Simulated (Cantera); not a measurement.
Charge: 1 mol SiC, 0.0023 mol O₂, 3.5 mol H₂, 0.33 mol N₂, held at 14.0 Pa.

Equilibrium computed with Cantera from the NASA thermochemical tables; the gas is ideal and each condensed phase is pure. Candidate condensed phases: C, C₆H₆, C₇H₈, C₈H₁₈, H₂O, Si, SiC, SiO₂, Si₂N₂O, Si₃N₄; 151 gas species. N₂ is the only nitrogen source here; it is nearly inert below about 1500 K, so the nitride shown seldom forms there in practice. Mutual solubility and eutectic melting of coexisting phases are not modelled. The tables' values for SiN are old estimates; treat these amounts as uncertain. Gases not in the tables: Si₂H₆ and higher silanes. Equilibrium is a limit: real reactors are often held back by kinetics, nucleation or transport.

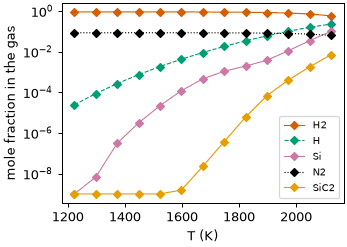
Fig. 1. Equilibrium gas composition (values under 1e-9 drawn at 1e-9)

Question: Read off the mole fractions at 1448 K.

Answer: H₂ about 0.91, N₂ about 0.086, H about 0.00074, Si about 3.1e-6.
